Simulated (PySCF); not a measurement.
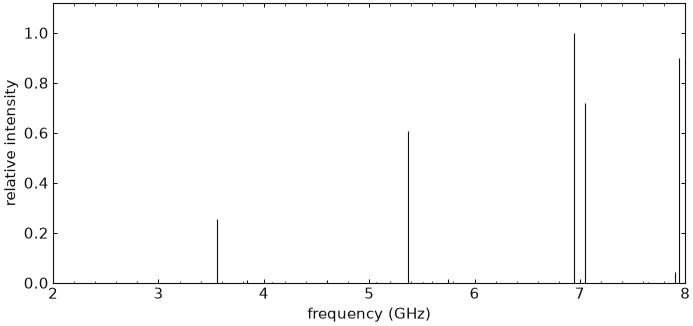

Simulated rotational absorption lines between 2 and 8 GHz at 3 K: rigid rotor with the equilibrium constants and dipole of one optimised conformer (PBE0-D3(BJ)/def2-SVP, PySCF 2.14.0), commonest isotopes; no centrifugal distortion, hyperfine structure, internal rotation or nuclear-spin weights; lines within 1 MHz of each other are summed.

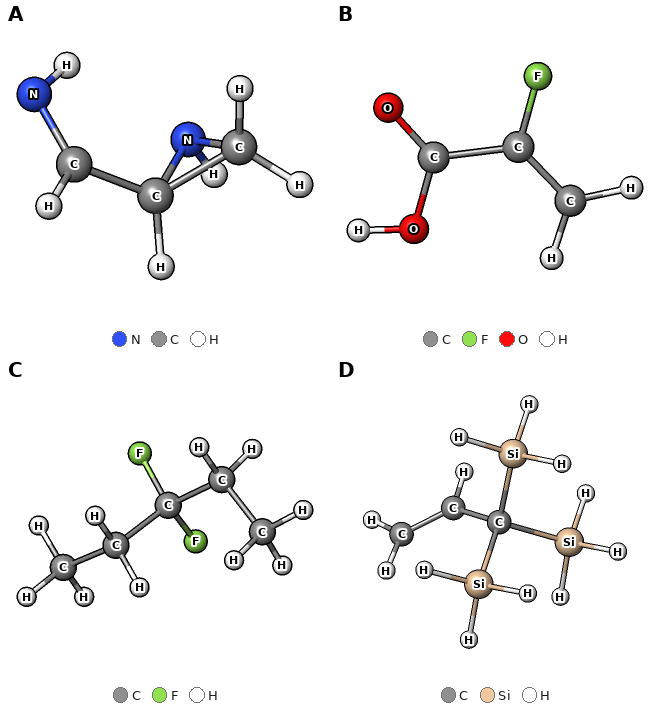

Question: Which molecule gives this spectrum? The candidates are drawn in the second picture.

Answer: Structure B, C₃H₃FO₂, SMILES C=C(F)C(=O)O. Rotational constants A, B, C = 5.748, 3.554, 2.196 GHz, |μa|, |μb|, |μc| = 0.47, 2.77, 0.00 D.

Caveats: coarse grid, loose stop and no frequency check, small forces are noise and the end may be a saddle.
